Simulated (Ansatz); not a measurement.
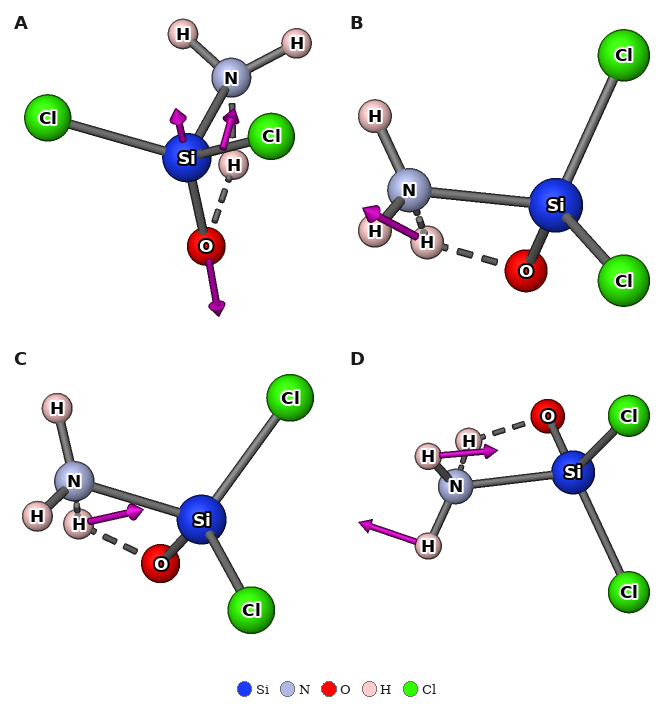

4 normal modes of one molecule or complex, as arrows. Broken sticks mark bonds that form or break. Harmonic vibrations computed with RKS PBE0-D4/def2-TZVP (Ansatz 0.2.0) at a stationary point of the same level. It is a saddle point of order 1.

Match the panels to the wavenumbers 1404i cm⁻¹, 829 cm⁻¹, 1135 cm⁻¹, 2010 cm⁻¹.

Answer. A: 1135 cm⁻¹
B: 1404i cm⁻¹
C: 2010 cm⁻¹
D: 829 cm⁻¹
